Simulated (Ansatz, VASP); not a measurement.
# Cross-check of GaP between VASP and Ansatz

One calculation is typed for both programs; each brings its own data sets. How far apart do they land? Valence electrons are named where the data sets of a main pair hold unlike numbers.

Main program and level: Ansatz 0.2.0; plane waves, with VASP 6.6.1 beside it; band structure at HSE06 and band structure at PBE0.

## 1. The starting structure

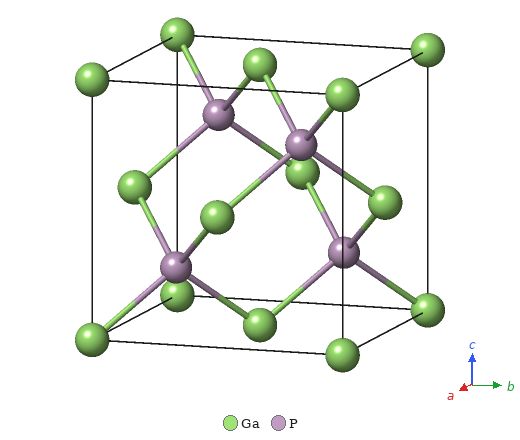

The starting structure, seen slightly off an axis (gallium green, phosphorus pink). This picture shows the conventional cell, with its axes. Bonds to atoms that aren't drawn are left out. Some periodic images of atoms are drawn too.

## 2. Ansatz: band structure, HSE06

Ansatz runs on its default PAW (the set named soft_2) files.

The same path points are solved in both programs, so levels can be compared one by one.

input.yaml reads:

```yaml
crystal:
  lattice:
    - [0.0, 2.72525, 2.72525]
    - [2.72525, 0.0, 2.72525]
    - [2.72525, 2.72525, 0.0]
  atoms:
    - { symbol: Ga, position: [0.0, 0.0, 0.0] }
    - { symbol: P, position: [0.25, 0.25, 0.25] }
hamiltonian:
  xc: { exchange: pbe, correlation: pbe, exx: { coeff: 0.25, omega: 0.2 } }
  pseudopotentials: { kind: paw }
kpoints:
  mp_grid: { grid: [4, 4, 4] }
  band_path:
    path:
      - [0.0, 0.0, 0.0]
      - [0.4, 0.0, 0.4]
      - [0.5, 0.0, 0.5]
      - [0.5, 0.2, 0.7]
      - [0.4, 0.35, 0.75]
      - [0.15, 0.15, 0.3]
      - [0.2, 0.2, 0.2]
      - [0.55, 0.4, 0.55]
      - [0.6, 0.25, 0.65]
      - [0.5, 0.25, 0.75]
      - [0.5, 0.5, 0.5]
      - [0.375, 0.375, 0.75]
      - [0.5, 0.0, 0.5]
    npoints: 1
scf:
  occupations: { method: gaussian, width: 0.02 }
  n_extra_bands: 7
output:
  forces: true
  stress: true
  eigenvalues: true
```

The run is started by

```console
ansatz run input.yaml --threads 4 --pin off --max-ram 9216MiB --backend cpu --events-out ev --progress --plain --runs-dir out
```

Numbers of over 12 decimals in the logs are rounded to 6 here.

The program printed:

```text
Warning: output.stress: scf.convergence.dr2_threshold = 1e-7 eV (the SCF's general default) is looser than the 2e-10 eV advised for a printed stress (1e-10 eV for each atom of the cell: 2). What an SCF threshold leaves in a stress goes as its square root, and in the free energy as the threshold itself, and one threshold admits the most on a small cell: [figures from the program's tests cut] Set scf.convergence.dr2_threshold to 2e-10 eV or tighter. The threshold is an SCF's pass mark: one that does not reach it within its budget of iterations ends unconverged, or closes short of it on a stop that the run arms, and scf.convergence.dr2_threshold's page says what that costs each kind of run
Warning: output.stress: scf.exx.energy_threshold = 1e-6 eV is looser than the 2e-8 eV advised for a stress under a hybrid functional (1e-8 eV for each atom of the cell: 2). Every SCF of the exchange loop can meet its threshold on dr2 while the loop round them stops early: no threshold on dr2 bounds what that leaves in the stress. Set scf.exx.energy_threshold to 2e-8 eV or tighter. The threshold is the loop's pass mark: a loop that does not reach it within its budget of cycles ends unconverged, and scf.exx.energy_threshold's page has the law
scf.n_extra_bands = 7 over 9 filled bands (N_el = 18.0): the run solves 16 bands
Engine: ansatz 0.2.0, x86_64-unknown-linux-gnu
Pseudopotentials: kind: paw
Pseudopotential: Ga, paw, valence charge 13, recommended cutoff 420 eV (normal), Ga.paw.azcp
Pseudopotential: P, paw, valence charge 5, recommended cutoff 420 eV (normal), P.paw.azcp
Functional definition: unnamed
  parameter a_1 = 0.25
  parameter omega_1 = 0.2/angstrom
  exchange = pbe_x + (-a_1)*pbe_x_sr(omega_1) + a_1*exact_x_sr(omega_1)
  correlation = pbe_c
Crystal: 2 atoms, lattice volume = 40.481 Å³
Basis set: ecut = 420 eV, 749 PW (Γ), exchange–correlation on 54×54×54 points (8 copies of the dense FFT grid, shifted against one another)
Bands: 16, of which v1, the nominal top of the filled ones, is band 9 counted from 1 (8 counted from 0)
Symmetry: 24 space group operations
Space group: F-43m (ITA 216), of the structure as read, at distance tolerance 3.4e-5 Å
k-points: 8 of 64 (time reversal used)
Non-local potential: Ga, projectors of the file, l = 0: 2, l = 1: 2, l = 2: 3, l = 3: 1
Non-local potential: P, projectors of the file, l = 0: 2, l = 1: 2, l = 2: 2
PAW form: soft (Blöchl's): semilocal exchange-correlation on the pseudo side does not see the compensation charge
PAW frozen core: Ga, regenerated for the run's functional, and the local potential with it (the file was generated under x = pbe(κ = 0.804, μ = 0.219515), c = pbe(β = 0.066725))
PAW frozen core: P, regenerated for the run's functional, and the local potential with it (the file was generated under x = pbe(κ = 0.804, μ = 0.219515), c = pbe(β = 0.066725))
PAW one-centre angular grid: Ga, 590 points (default); XC on 64 Gauss nodes
PAW one-centre angular grid: P, 110 points (default); XC on 64 Gauss nodes
Initial density: superposition of atomic densities (neutral atoms: chi_scale 0, normalization atom), corrected by the library's trained network
Initial wavefunctions: pseudopotential atomic-orbital guess
Functional: x = pbe(κ = 0.804, μ = 0.219515), c = pbe(β = 0.066725), warm-up for x = pbe(κ = 0.804, μ = 0.219515) + 0.25 (exact − pbe) at short range (hse, ω = 0.2 Å⁻¹), c = pbe(β = 0.066725)
SCF iter   1: F=—  HF=-4539.406207 eV  |F-HF|=—  |Δ(HF+E_count)|=         —  Δρ=1.17e-3  dr2=2.97e-4  ethr=1.77e-3  ⟨swp⟩=11.8  Hψ=633  notcnv=0
preconditioner: auto → none  [insulator: Δε(μ)=1.635 eV  Ē_g=18.063 eV  σ=0.020 eV  W_gap=1.00  n_scr=14 (ndim 8)  ℏωp=24.8 eV  f_vac=0.011  D(μ)=0.00/eV (n_scr^D=0)]
SCF iter   2: F=-4539.406417 eV  HF=-4539.406379 eV  |F-HF|=3.88e-5  |Δ(HF+E_count)|=   1.72e-4  Δρ=4.54e-4  dr2=3.69e-5  ethr=1.65e-6  ⟨swp⟩=4.6  Hψ=399  notcnv=0  defer=3
SCF 1 stopped early in 2 iterations: F = -4539.406417 eV  dr2 = 3.69e-5
  greatest PAW one-centre occupation: 0.994 electrons in one spin orbital (limit 2), on the Ga atom at site 0 (counted from 0), in its partial waves of l = 2
Initial density: handed on by an earlier stage of this run
Initial wavefunctions: those handed on with the density
Functional: x = pbe(κ = 0.804, μ = 0.219515) + 0.25 (exact − pbe) at short range (hse, ω = 0.2 Å⁻¹), c = pbe(β = 0.066725)
Exchange kernel: α = 0.2500, screened, ω = 0.2000 Å⁻¹, Wigner–Seitz truncation, v(0) = 1095.2650 eV·Å³, q-mesh 4×4×4, nearest image of the exchange supercell L = 15.42 Å, pair-density grid 15×15×15, without the augmentation charges, whose exchange is taken in its separable form by FFT convolution over the k-point mesh (sized by the pseudopotential files, 24×24×24 at the most), smooth part of the exact exchange by density-matrix convolution
Frozen-core exchange: fock
SCF iter   1: F=—  HF=-4540.498177 eV  |F-HF|=—  |Δ(HF+E_count)|=         —  Δρ=1.33e-2  dr2=2.86e-2  ethr=2.05e-6  ⟨swp⟩=6.2  Hψ=616  notcnv=0
preconditioner: auto → none  [insulator: Δε(μ)=2.306 eV  Ē_g=21.024 eV  σ=0.020 eV  W_gap=1.00  n_scr=14 (ndim 8)  ℏωp=24.8 eV  f_vac=0.013  D(μ)=0.00/eV (n_scr^D=0)]
SCF iter   2: F=—  HF=-4540.484193 eV  |F-HF|=—  |Δ(HF+E_count)|=   1.40e-2  Δρ=2.70e-3  dr2=2.49e-3  ethr=2.05e-6  ⟨swp⟩=4.1  Hψ=452  notcnv=0
SCF iter   3: F=—  HF=-4540.490032 eV  |F-HF|=—  |Δ(HF+E_count)|=   5.84e-3  Δρ=3.22e-3  dr2=1.50e-3  ethr=2.05e-6  ⟨swp⟩=4.1  Hψ=392  notcnv=0
SCF iter   4: F=—  HF=-4540.489883 eV  |F-HF|=—  |Δ(HF+E_count)|=   1.49e-4  Δρ=1.18e-3  dr2=2.80e-4  ethr=2.05e-6  ⟨swp⟩=3.0  Hψ=244  notcnv=0
iter 5 solved again at ethr=2.18e-8 eV; its pass at ethr=1.01e-6 eV (dr2=3.93e-6 eV) is discarded
SCF iter   5: F=—  HF=-4540.489890 eV  |F-HF|=—  |Δ(HF+E_count)|=   6.91e-6  Δρ=9.88e-5  dr2=1.22e-5  ethr=2.18e-8  ⟨swp⟩=3.1  Hψ=431  notcnv=0
SCF iter   6: F=—  HF=-4540.490048 eV  |F-HF|=—  |Δ(HF+E_count)|=   1.59e-4  Δρ=2.04e-4  dr2=7.58e-6  ethr=2.05e-8  ⟨swp⟩=4.2  Hψ=352  notcnv=0  defer=1
SCF iter   7: F=-4540.490041 eV  HF=-4540.490041 eV  |F-HF|=9.40e-9  |Δ(HF+E_count)|=   7.06e-6  Δρ=8.34e-6  dr2=6.27e-8  ethr=2.05e-8  ⟨swp⟩=4.0  Hψ=308  notcnv=0
SCF 2 converged in 7 iterations: F = -4540.490041 eV  dr2 = 6.27e-8
  greatest PAW one-centre occupation: 0.995 electrons in one spin orbital (limit 2), on the Ga atom at site 0 (counted from 0), in its partial waves of l = 2
hybrid outer 1: dexx = +7.285e-3 eV, tail = 2.05e-5 eV
Exchange kernel: α = 0.2500, screened, ω = 0.2000 Å⁻¹, Wigner–Seitz truncation, v(0) = 1095.2650 eV·Å³, q-mesh 4×4×4, nearest image of the exchange supercell L = 15.42 Å, pair-density grid 15×15×15, without the augmentation charges, whose exchange is taken in its separable form by FFT convolution over the k-point mesh (sized by the pseudopotential files, 24×24×24 at the most), smooth part of the exact exchange by density-matrix convolution
Frozen-core exchange: fock
SCF iter   1: F=—  HF=-4540.489893 eV  |F-HF|=—  |Δ(HF+E_count)|=         —  Δρ=5.07e-5  dr2=1.50e-6  ethr=5.70e-7  ⟨swp⟩=4.4  Hψ=318  notcnv=0
preconditioner: auto → none  [insulator: Δε(μ)=2.322 eV  Ē_g=20.829 eV  σ=0.020 eV  W_gap=1.00  n_scr=14 (ndim 8)  ℏωp=24.8 eV  f_vac=0.013  D(μ)=0.00/eV (n_scr^D=0)]
SCF iter   2: F=—  HF=-4540.489893 eV  |F-HF|=—  |Δ(HF+E_count)|=   3.70e-7  Δρ=1.40e-5  dr2=1.18e-7  ethr=8.00e-9  ⟨swp⟩=3.6  Hψ=256  notcnv=0
SCF iter   3: F=—  HF=-4540.489893 eV  |F-HF|=—  |Δ(HF+E_count)|=   4.54e-7  Δρ=1.02e-5  dr2=4.47e-8  ethr=2.41e-10  ⟨swp⟩=4.0  Hψ=320  notcnv=0  defer=2
SCF iter   4: F=-4540.489893 eV  HF=-4540.489893 eV  |F-HF|=2.87e-9  |Δ(HF+E_count)|=   1.15e-8  Δρ=7.87e-7  dr2=1.55e-9  ethr=2.22e-10  ⟨swp⟩=2.9  Hψ=220  notcnv=0
SCF 3 converged in 4 iterations: F = -4540.489893 eV  dr2 = 1.55e-9
  Residual-converged pass: ⟨swp⟩=3.0  Hψ=242  notcnv=0  max |occ|·‖R‖ = 2.2e-6 eV (tolerance 2.4e-6 eV)  dr2=1.55e-9  dr2_onsite=3.98e-9  max |Δocc| = 0.0e0
hybrid outer 2: dexx = +4.556e-7 eV, tail = 2.10e-8 eV, Δε = 2.62e-3 eV (about 9.59e-5 eV left of the loop's levels)
NSCF: frozen V_eff on 13 k-points
hybrid SCF converged: 2 outer / 11 inner (+2 warm-up), last move |dexx| = 4.56e-7 eV, tail = 2.10e-8 eV
Stability not checked: this state was not tested for a lower state beside it, because the functional holds exact exchange (a hybrid, or Hartree-Fock), whose exchange loop this test does not read (fock_operator; see scf.lower_state_search)
Free energy (F): -4540.489893 eV
Frozen-core exchange: fock
Harris-Foulkes:  -4540.489893 eV  (|F-HF|=2.87e-9)
Internal energy: -4540.489893 eV  (E = F + TS)
E sigma→0 (E₀):  -4540.489893 eV
Fermi energy:    7.816878 eV
--- Per-component energies (eV) ---
  E_band       = -95.597302
  E_kinetic    = 185.754081
  E_local      = -2204.584989  (includes V_loc(G=0)·N_el)
  E_nonlocal   = 460.178674
  E_hartree    = 1023.045104
  E_xc         = -105.507205
  E_vxc        = -95.745072  (∫ρ·V_xc dr)
  E_exx        = -56.593020  (= α·E_x^exact, valence–valence)
  E_paw        = -2530.175060  (= ΣΔE_a)
  E_vpaw       = -374.103509  (= ΣTr[D̂ρ^β])
  E_aug_tail   = -0.000107  (compensation charges beyond the density's cutoff)
  E_ewald      = -1312.644944
  E_core_change = 0.037573  (= ΣΔE_core)
  E_smearing   = -0.000000  (= −TS)
  E_closure    = -0.000002  (closes the sum)
  Σ components = -4540.489893   (vs F -4540.489893, Δ=0.00e0)
--- Forces (eV/Å), atoms counted from 1 ---
  atom   1  Ga     0.00000000    -0.00000000     0.00000000
  atom   2  P     -0.00000000     0.00000000     0.00000000
  max |Σ_I F_I| component: 1.48e-16 eV/Å
--- Stress (GPa, compression-positive) ---
        1.128551      -0.000000      -0.000000
       -0.000000       1.128551       0.000000
       -0.000000       0.000000       1.128551
  P = ⅓ Tr σ = 1.1286 GPa (11.286 kbar)
--- Band table (eV; the first three rows and the last of 8) ---
  k-point 0: bands = [... 5 lower, -7.1106, 6.6556, 6.6556, 6.6556, 9.5180, 11.4494, 11.4494, 11.4494, ... 3 higher]
  k-point 1: bands = [... 5 lower, -6.2769, 2.4982, 5.9465, 5.9465, 9.7405, 12.3576, 12.3576, 14.1033, ... 3 higher]
  k-point 2: bands = [... 5 lower, -4.8804, -0.5749, 5.4417, 5.4417, 9.2135, 12.2923, 12.2923, 15.9367, ... 3 higher]
  k-point 7: bands = [... 5 lower, -3.8049, -0.4269, 2.7689, 2.9694, 12.1899, 12.6660, 13.7208, 13.8168, ... 3 higher]
```

Elapsed: 10 s, on 4 threads of AMD EPYC 7R13 (Zen 3), shared host; peak memory 0.63 GiB.

## 3. VASP: band structure, HSE06

The same cell, functional, mesh and smearing now go to VASP, with its own data sets.

Lines of VASP's logs that name or quote its potential files are left out, and so is its time.

The run reads the wave functions of an earlier VASP run, which isn't shown here.

INCAR reads:

```
SYSTEM = GaP
PREC = Accurate
ENCUT = 400
EDIFF = 1E-06
NELM = 100
ISMEAR = 0
SIGMA = 0.02
LREAL = .FALSE.
ALGO = Normal
LHFCALC = .TRUE.
AEXX = 0.25
GGA = PE
HFSCREEN = 0.2
LASPH = .TRUE.
NBANDS = 15
PRECFOCK = Fast
LORBIT = 11
LWAVE = .FALSE.
LCHARG = .FALSE.
KPAR = 4
```

POSCAR reads:

```
GaP
1.0
    0.0000000000      2.7252500000      2.7252500000
    2.7252500000      0.0000000000      2.7252500000
    2.7252500000      2.7252500000      0.0000000000
Ga P
1 1
Direct
    0.0000000000      0.0000000000      0.0000000000
    0.2500000000      0.2500000000      0.2500000000
```

KPOINTS reads:

```
Automatic mesh
0
Gamma
4 4 4
0 0 0
```

KPOINTS_OPT reads:

```
Line mode
6
Line-mode
Reciprocal
  0.00000000   0.00000000   0.00000000 GAMMA
  0.50000000   0.00000000   0.50000000 X

  0.50000000   0.00000000   0.50000000 X
  0.50000000   0.25000000   0.75000000 W

  0.50000000   0.25000000   0.75000000 W
  0.37500000   0.37500000   0.75000000 K

  0.37500000   0.37500000   0.75000000 K
  0.00000000   0.00000000   0.00000000 GAMMA

  0.00000000   0.00000000   0.00000000 GAMMA
  0.50000000   0.50000000   0.50000000 L

  0.50000000   0.50000000   0.50000000 L
  0.62500000   0.25000000   0.62500000 U

  0.62500000   0.25000000   0.62500000 U
  0.50000000   0.25000000   0.75000000 W

  0.50000000   0.25000000   0.75000000 W
  0.50000000   0.50000000   0.50000000 L

  0.50000000   0.50000000   0.50000000 L
  0.37500000   0.37500000   0.75000000 K

  0.62500000   0.25000000   0.62500000 U
  0.50000000   0.00000000   0.50000000 X
```

The projector-augmented-wave data sets are Ga_d and P (PBE family, release 64).

The run is started by

```console
mpirun -np 4 vasp_std
```

The program printed:

```text
[banner, memory and clock lines left out]
running    4 mpi-ranks, on    1 nodes
 distrk:  each k-point on    1 cores,    4 groups
 distr:  one band on    1 cores,    1 groups

 POSCAR found type information on POSCAR GaP
 POSCAR found :  2 types and       2 ions
 LDA part: xc-table for (Slater+PW92), standard interpolation
 found WAVECAR, reading the header
 POSCAR, INCAR and KPOINTS ok, starting setup
 FFT: planning ... GRIDC
 FFT: planning ... GRID_SOFT
 FFT: planning ... GRID
 reading WAVECAR
 the WAVECAR file was read successfully
 initial charge from wavefunction
 entering main loop
       N       E                     dE             d eps       ncg     rms          rms(c)
DAV:   1    -0.107027745760E+02   -0.10703E+02   -0.52908E-01   335   0.166E+01    0.131E+00
DAV:   2    -0.106975441278E+02    0.52304E-02   -0.55043E-02   337   0.379E+00    0.108E+00
DAV:   3    -0.106960252117E+02    0.15189E-02   -0.58704E-03   310   0.140E+00    0.630E-01
DAV:   4    -0.106957634534E+02    0.26176E-03   -0.93192E-04   320   0.330E-01    0.337E-01
DAV:   5    -0.106956800806E+02    0.83373E-04   -0.10119E-04   261   0.823E-02    0.192E-01
DAV:   6    -0.106956568819E+02    0.23199E-04   -0.20206E-05   290   0.383E-02    0.107E-01
DAV:   7    -0.106956483183E+02    0.85637E-05   -0.31903E-06   275   0.167E-02    0.598E-02
DAV:   8    -0.106956448201E+02    0.34982E-05   -0.92385E-07   190   0.828E-03    0.332E-02
DAV:   9    -0.106956434742E+02    0.13458E-05   -0.49034E-07   120   0.560E-03    0.172E-02
DAV:  10    -0.106956429980E+02    0.47620E-06   -0.18914E-07   120   0.348E-03
   1 F= -.10695643E+02 E0= -.10695643E+02  d E =-.154640E-28
 Start KPOINTS_OPT (optional k-point list driver)
k-point batch [1-8\60]
       N       E                     dE             ncg
DAV:   1    -0.302540610513E+03   -0.30875E+04      248
DAV:   2    -0.102554438010E+04   -0.72300E+03      254
DAV:   3    -0.108174723929E+04   -0.56203E+02      303
DAV:   4    -0.108310022872E+04   -0.13530E+01      310
DAV:   5    -0.108312392656E+04   -0.23698E-01      338
DAV:   6    -0.108312466822E+04   -0.74166E-03      379
DAV:   7    -0.108312468465E+04   -0.16428E-04      323
DAV:   8    -0.108312468555E+04   -0.90319E-06      291
[...]
k-point batch [57-60\60]
       N       E                     dE             ncg
DAV:   1     0.225552706867E+04   -0.26256E+04      120
DAV:   2     0.189520755389E+04   -0.36032E+03      127
DAV:   3     0.187023200082E+04   -0.24976E+02      148
DAV:   4     0.186970329987E+04   -0.52870E+00      169
DAV:   5     0.186969379190E+04   -0.95080E-02      177
DAV:   6     0.186969344335E+04   -0.34855E-03      193
DAV:   7     0.186969343972E+04   -0.36265E-05      176
DAV:   8     0.186969343969E+04   -0.30181E-07      144
```

From OUTCAR (step 3):

```text
ion  position               nearest neighbor table
   1  0.000  0.000  0.000-   2 2.36   2 2.36   2 2.36   2 2.36
   2  0.250  0.250  0.250-   1 2.36   1 2.36   1 2.36   1 2.36

  LATTYP: Found a face centered cubic cell.
 ALAT       =     5.4505000000

 Subroutine GETGRP returns: Found 24 space group operations
 (whereof 24 operations were pure point group operations)

The static configuration has the point symmetry T_d .

 Found      8 irreducible k-points:

   k-points           NKPTS =      8   k-points in BZ     NKDIM =     64   number of bands    NBANDS=     15

   dimension x,y,z NGX =    28 NGY =   28 NGZ =   28
   dimension x,y,z NGXF=    56 NGYF=   56 NGZF=   56

   ENCUT  =  400.0 eV  29.40 Ry    5.42 a.u.   6.29  6.29  6.29*2*pi/ulx,y,z

   NELECT =      18.0000    total number of electrons

 k-points in reciprocal lattice and weights: Automatic mesh
   0.00000000  0.00000000  0.00000000       0.016
   0.25000000  0.00000000  0.00000000       0.125
   0.50000000  0.00000000  0.00000000       0.062
   0.25000000  0.25000000  0.00000000       0.094
   0.50000000  0.25000000  0.00000000       0.375
  -0.25000000  0.25000000  0.00000000       0.188
   0.50000000  0.50000000  0.00000000       0.047
  -0.25000000  0.50000000  0.25000000       0.094

  exchange ACFDT corr.  =         0.00000000  see jH, gK, PRB 81, 115126

 average (electrostatic) potential at core
       1 -58.3509       2 -79.7711

 E-fermi :   4.3717

 k-point     1 :       0.0000    0.0000    0.0000
  band No.  band energies     occupation
    ...
      5     -12.7534      2.00000
      6      -9.5480      2.00000
      7       4.2183      2.00000
      8       4.2183      2.00000
      9       4.2183      2.00000
     10       7.0772      0.00000
     11       9.0165      0.00000
     12       9.0165      0.00000
     13       9.0165      0.00000
     14      14.1173      0.00000
    ...

 k-point     2 :       0.2500    0.0000    0.0000
  band No.  band energies     occupation
    ...
      5     -12.7528      2.00000
      6      -8.7135      2.00000
      7       0.0626      2.00000
      8       3.5099      2.00000
      9       3.5099      2.00000
     10       7.3025      0.00000
     11       9.9268      0.00000
     12       9.9268      0.00000
     13      11.6711      0.00000
     14      14.2685      0.00000
    ...

 k-point     3 :       0.5000    0.0000    0.0000
  band No.  band energies     occupation
    ...
      5     -12.7483      2.00000
      6      -7.3176      2.00000
      7      -3.0080      2.00000
      8       3.0058      2.00000
      9       3.0058      2.00000
     10       6.7750      0.00000
     11       9.8628      0.00000
     12       9.8628      0.00000
     13      13.5114      0.00000
     14      16.4171      0.00000
    ...

  energy-cutoff  :      400.00
  volume of cell :       40.48
      direct lattice vectors                 reciprocal lattice vectors
     0.000000000  2.725250000  2.725250000    -0.183469406  0.183469406  0.183469406
     2.725250000  0.000000000  2.725250000     0.183469406 -0.183469406  0.183469406
     2.725250000  2.725250000  0.000000000     0.183469406  0.183469406 -0.183469406

 POSITION                                       TOTAL-FORCE (eV/Angst)
 -----------------------------------------------------------------------------------
      0.00000      0.00000      0.00000        -0.000000     -0.000000     -0.000000
      1.36262      1.36262      1.36262         0.000000      0.000000      0.000000
 -----------------------------------------------------------------------------------
    total drift:                               -0.000032     -0.000038     -0.000017

  FREE ENERGIE OF THE ION-ELECTRON SYSTEM (eV)
  ---------------------------------------------------
  free  energy   TOTEN  =       -10.6956429980 eV

  energy  without entropy=      -10.6956429980  energy(sigma->0) =      -10.69564300

 total charge
# of ion       s       p       d       tot
------------------------------------------
    1        0.814   0.858  10.031  11.703
    2        1.004   1.566   0.000   2.570
--------------------------------------------------
tot          1.818   2.424  10.031  14.272

[... 3 further parts left out ...]
```

The k-mesh is coarse for exact exchange; levels may shift by about 0.1 eV on a finer one. Spin-orbit coupling is off here; it would split degenerate levels. The PAW data sets were made with PBE, which is usual practice but a small mismatch for other functionals.

[end of part 1 of 2]

[Lines on the potential files, build, host, timing and source positions are cut from VASP's logs without a mark.]

[Logs are printed without paths, hosts, clocks, repeated set-up lines and the standing remarks that a program may print on its own settings, such as how far it seeks lower states.]

[Hosts, paths, dates, database ids (printed as entryN), source tags and the programs' standing remarks are cut or masked in the printed files.]
